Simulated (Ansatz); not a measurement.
# triplet HOF at 6 levels

Wanted: a comparison of 6 runs (UHF/3-21G, UB3LYP/6-31G*, U-r2SCAN0/aug-cc-pVTZ, U-wB97M-V/aug-cc-pVTZ, UHSE06/aug-cc-pVTZ, USVWN5/aug-cc-pVTZ) of triplet HOF. 

The results are computed with Ansatz 0.2.0.

48 further runs of the same task are left out: 48 set aside as unsound or not needed.

### 1 The system as given

The species is HOF (3 atoms), meant as a triplet with charge 0. As SMILES of the parent species, `OF`. The shape is that of a PBE0-D4/def2-TZVP optimisation. That shape belongs to the parent species and isn't relaxed for this state.

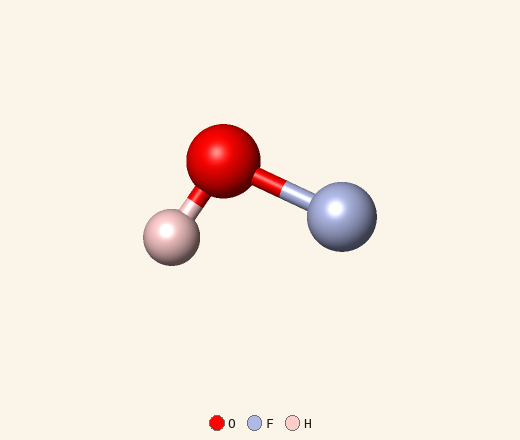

Viewed from a chosen angle; oxygen red, fluorine light blue, hydrogen pink.

### 2 The energy at UHF/3-21G (run 1)

in.yaml

```yaml
crystal:
  periodic: [false, false, false]
  atoms:
    - symbol: O
      position_ang: [0.430590, -0.210340, 0.216330]
    - symbol: F
      position_ang: [-0.221910, 1.014620, -0.010980]
    - symbol: H
      position_ang: [-0.208690, -0.804280, -0.205350]
basis:
  gaussian:
    orbitals: 3-21G.json
magnetization:
  spin_polarized: true
  initial_magnetization: 2
hamiltonian:
  xc: hf
accuracy: high
output: {orbitals: {seedname: orbitals}}
```

The basis set 3-21G is read from a file made from the Basis Set Exchange's data (not shown).

Started as:

```bash
$ ansatz run in.yaml --threads 1 --pin off --max-ram 3480MiB --events-out events.jsonl --progress --plain --runs-dir runs
```

Output:

```text
Warning: RAYON_NUM_THREADS=1 ignored (pool sized by the plan → 1); use --threads N
Functional definition: HF
  name "HF"
  exchange = exact_x
  correlation = 0
325 factors; integrals over basis functions are off by at most 6.0e-9 eV
mean field evaluation 1: about -4724.9157 eV, gradient 1.3e1 eV
mean field evaluation 2: about -4724.9520 eV, gradient 1.3e1 eV
mean field evaluation 4: about -4725.6857 eV, gradient 2.6e0 eV
mean field evaluation 8: about -4725.8563 eV, gradient 8.2e-1 eV
mean field evaluation 16: about -4725.8972 eV, gradient 2.2e-6 eV
mean field -4725.89723519 eV, -173.6735200651 hartree, gradient 3.2e-8 eV, S^2 2.014502; 0 other end points of the search recorded, 0 dependent functions left out
reference -4725.89723519 eV, -173.6735200651 hartree; 10, 8 occupied and 10, 12 virtual orbitals, 325 factors
Total energy: -4725.89723519 eV, -173.6735200651 hartree
```

Wall time 0.08 s (1 thread of Arm Neoverse V2, shared host).

### 3 A single-point energy at UB3LYP/6-31G(d) (spherical functions) (run 2)

molecule.yaml

```yaml
crystal:
  periodic: [false, false, false]
  atoms:
    - {symbol: O, position_ang: [0.430590, -0.210340, 0.216330]}
    - {symbol: F, position_ang: [-0.221910, 1.014620, -0.010980]}
    - {symbol: H, position_ang: [-0.208690, -0.804280, -0.205350]}
basis:
  gaussian:
    orbitals: 6-31G_st_-spherical.json
output: {orbitals: {seedname: orbitals}}
accuracy: high
hamiltonian:
  xc: {name: B3LYP}
total_charge: 0
magnetization:
  spin_polarized: true
  initial_magnetization: 2
```

The basis set 6-31G* is read from a file made from the Basis Set Exchange's data (not shown).

Started as:

```bash
$ ansatz run molecule.yaml --threads 1 --pin off --max-ram 3480MiB --events-out events.jsonl --progress --plain --runs-dir runs
```

Output:

```text
Warning: RAYON_NUM_THREADS=1 ignored (pool sized by the plan → 1); use --threads N
Functional definition: B3LYP
  name "B3LYP"
  parameter a0 = 0.2
  parameter ax = 0.72
  parameter ac = 0.81
  exchange = (1 - a0 - ax)*slater_x + ax*b88_x + a0*exact_x
  correlation = (1 - ac)*vwn_rpa_c + ac*lyp_c
548 factors; integrals over basis functions are off by at most 2.5e-9 eV
mean field evaluation 1: about -4770.9733 eV, gradient 1.8e1 eV
mean field evaluation 2: about -4770.1400 eV, gradient 2.4e1 eV
mean field evaluation 4: about -4772.1486 eV, gradient 1.8e0 eV
mean field evaluation 8: about -4772.2766 eV, gradient 1.3e-1 eV
mean field evaluation 16: about -4772.2767 eV, gradient 2.7e-5 eV
mean field -4772.27669111 eV, -175.3779336328 hartree, gradient 1.6e-8 eV, S^2 2.006209; 0 other end points of the search recorded, 0 dependent functions left out
reference -4772.27670759 eV, -175.3779342385 hartree; 10, 8 occupied and 20, 22 virtual orbitals, 548 factors
Total energy: -4772.27670759 eV, -175.3779342385 hartree
```

Wall time 1.4 s (1 thread of Arm Neoverse V2, shared host); peak memory 0.1 GiB.

### 4 A single-point energy at U-r2SCAN0/aug-cc-pVTZ (run 3)

molecule.yaml

```yaml
crystal:
  periodic: [false, false, false]
  atoms:
    - {symbol: O, position_ang: [0.430590, -0.210340, 0.216330]}
    - {symbol: F, position_ang: [-0.221910, 1.014620, -0.010980]}
    - {symbol: H, position_ang: [-0.208690, -0.804280, -0.205350]}
basis:
  gaussian:
    orbitals: aug-cc-pVTZ
magnetization:
  spin_polarized: true
  initial_magnetization: 2
accuracy: high
hamiltonian:
  xc: {name: r2SCAN0}
output: {orbitals: {seedname: orbitals}}
```

Started as:

```bash
$ ansatz run molecule.yaml --threads 1 --pin off --max-ram 3480MiB --events-out events.jsonl --progress --plain --runs-dir runs
```

Output:

```text
Warning: RAYON_NUM_THREADS=1 ignored (pool sized by the plan → 1); use --threads N
Functional definition: r2SCAN0
  name "r2SCAN0"
  parameter a = 0.25
  parameter k0 = 0.174
  parameter k1 = 0.065
  parameter a1 = 4.9479
  exchange = (1 - a)*r2scan_x(k0 = k0, k1 = k1, a1 = a1) + a*exact_x
  correlation = r2scan_c
1764 factors; integrals over basis functions are off by at most 3.3e-9 eV
mean field evaluation 1: about -4770.7395 eV, gradient 2.0e1 eV
mean field evaluation 2: about -4770.2077 eV, gradient 2.3e1 eV
mean field evaluation 4: about -4771.9766 eV, gradient 3.4e0 eV
mean field evaluation 8: about -4772.0381 eV, gradient 4.7e-1 eV
mean field evaluation 16: about -4772.0408 eV, gradient 1.1e-4 eV
mean field -4772.04077528 eV, -175.3692638861 hartree, gradient 1.2e-8 eV, S^2 2.014580; 0 other end points of the search recorded, 0 dependent functions left out
reference -4772.04077927 eV, -175.3692640327 hartree; 10, 8 occupied and 105, 107 virtual orbitals, 1764 factors
Total energy: -4772.04077927 eV, -175.3692640327 hartree
```

Wall time 9.6 s (1 thread of Arm Neoverse V2, shared host); peak memory 0.39 GiB.

Runs 4 to 5 aren't shown in full; the table further down has their settings and results.

### 5 A single-point energy at USVWN5/aug-cc-pVTZ (run 6)

job.yaml

```yaml
basis:
  gaussian: {orbitals: aug-cc-pVTZ}
crystal:
  periodic: [false, false, false]
  atoms:
    - {symbol: O, position_ang: [0.430590, -0.210340, 0.216330]}
    - {symbol: F, position_ang: [-0.221910, 1.014620, -0.010980]}
    - {symbol: H, position_ang: [-0.208690, -0.804280, -0.205350]}
magnetization: {spin_polarized: true, initial_magnetization: 2}
hamiltonian: {xc: {name: SVWN5}}
accuracy: high
output: {orbitals: {seedname: orbitals}}
```

Started as:

```bash
$ ansatz run job.yaml --threads 1 --pin off --max-ram 3480MiB --events-out events.jsonl --progress --plain --runs-dir runs
```

Output:

```text
Warning: RAYON_NUM_THREADS=1 ignored (pool sized by the plan → 1); use --threads N
Functional definition: SVWN5
  name "SVWN5"
  exchange = slater_x
  correlation = vwn5_c
1764 factors; integrals over basis functions are off by at most 3.3e-9 eV
mean field evaluation 1: about -4740.3340 eV, gradient 2.9e1 eV
mean field evaluation 2: about -4718.4467 eV, gradient 7.5e1 eV
mean field evaluation 4: about -4742.9213 eV, gradient 8.6e0 eV
mean field evaluation 8: about -4743.1428 eV, gradient 2.8e-1 eV
mean field evaluation 16: about -4743.1431 eV, gradient 3.2e-5 eV
mean field evaluation 32: about -4739.9171 eV, gradient 1.9e1 eV
mean field -4743.14307507 eV, -174.3072929911 hartree, gradient 6.1e-8 eV, S^2 2.004670; 3 other end points of the search recorded, 0 dependent functions left out
reference -4743.14307890 eV, -174.3072931318 hartree; 10, 8 occupied and 105, 107 virtual orbitals, 1764 factors
Total energy: -4743.14307890 eV, -174.3072931318 hartree
```

It took 3.9 s on 1 thread of Arm Neoverse V2, shared host; peak memory 0.27 GiB.

### 6 Overview of the runs

| run | level | energy (Eh) | HOMO energy (eV) | ⟨S²⟩ | wall time |
| --- | --- | --- | --- | --- | --- |
| 1 | UHF/3-21G | -173.673520 | -10.32 | 2.015 | 0.08 s |
| 2 | UB3LYP/6-31G* (spherical functions) | -175.377934 | -4.18 | 2.006 | 1.4 s |
| 3 | U-r2SCAN0/aug-cc-pVTZ | -175.369264 | -5.91 | 2.015 | 9.6 s |
| 4 | U-wB97M-V/aug-cc-pVTZ | -175.418517 | -7.85 | 2.009 | 34 s |
| 5 | UHSE06/aug-cc-pVTZ | -175.291706 | -5.07 | 2.010 | 6 s |
| 6 | USVWN5/aug-cc-pVTZ | -174.307293 | -3.59 | 2.005 | 3.9 s |

### 7 What came out

| quantity | value |
| --- | --- |
| run 6: total energy | -174.30729 Eh |
| run 6: HOMO energy (highest over α and β) | -3.59 eV |
| run 6: ⟨S²⟩ | 2.005 |

In words: Totals of different functionals can't be ranked against each other. All runs together took 55 s, the longest 34 s.
